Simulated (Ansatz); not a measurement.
**Strength of the O–C bond: C3H6O → C2H3O + CH3**

Species: C3H6O (methoxyethene) `C=COC`, singlet; C2H3O (vinyloxy radical) `C=C[O]`, doublet; CH3 (methyl radical) `[CH3]`, doublet. 

Shapes, held fixed at every level: PBE0-D4/def2-TZVP. Flexible molecules stand in one conformer, not always the lowest. Programs: Ansatz 0.2.0. The zero-point and thermal change to 298 K, harmonic and unscaled (PBE0-D4/def2-TZVP), is -27.1 kJ/mol.

```csv
level,kind,ΔH(298 K) (kJ/mol),CPU time (sum over the molecules)
HF/def2-SVP,Hartree–Fock,+126.2,–
HF/def2-TZVPP,Hartree–Fock,+120.0,–
PBE-D4/def2-TZVPP,GGA,+263.8,13 s
r2SCAN-D4/def2-TZVPP,meta-GGA,+233.6,26 s
B3LYP-D4/def2-TZVPP,global hybrid,+247.5,21 s
BHLYP-D4/def2-TZVPP,global hybrid,+236.7,14 s
wB97M-V/def2-TZVPP,range-separated hybrid,+269.2,46 s
B2PLYP/def2-TZVPP,double hybrid,+252.9,22 s
```

B2PLYP/def2-TZVPP gives ΔH(298 K) = +252.9 kJ/mol; the levels span +120.0 to +269.2. The median of the levels is +242.1. Hartree–Fock misses the correlation of the pair that is broken and comes out low. No measured value is set beside it here. Spin contamination: C2H3O (⟨S²⟩ up to 0.92). Open shells run unrestricted unless RO is named. Times are processor times on shared x86 and Arm servers, and rough.

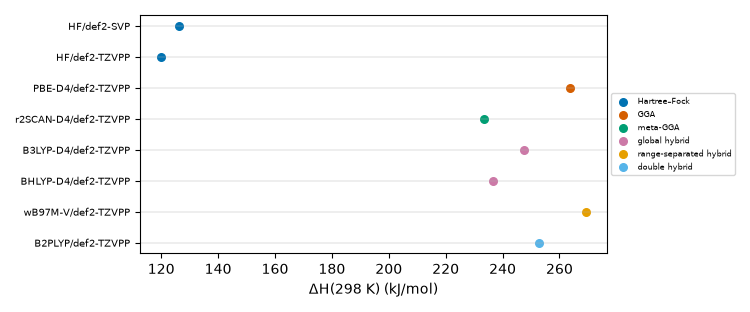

The values of the table, level by level.
